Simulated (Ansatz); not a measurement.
The parent structure is BAs in the zinc blende structure (space group F-43m, No. 216; a = 4.732 Å). Axes: x, y, z lie along the cube axes.

One thing is altered: uniaxial strain ε_zz = +1.00 %, all other strain components held at zero; the atoms relax in the strained cell.

Calculations: LDA (Ansatz, an electronic-structure program), spin-orbit coupling left out.

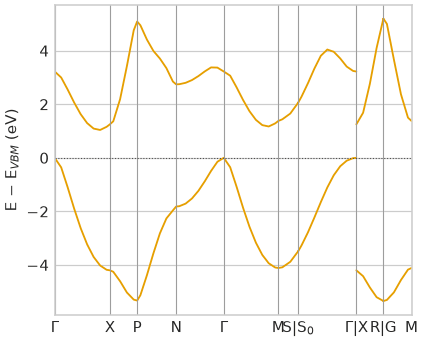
*Highest valence and lowest conduction band along the path of the changed cell's own zone*

Question: From the figure, how large is the changed gap, and is it direct?

Answer: About 1.0 eV, indirect, Γ → Γ–X (82 % along).

Stability against distortions was not tested. Labels are those of the standard path for the cell's own space group.
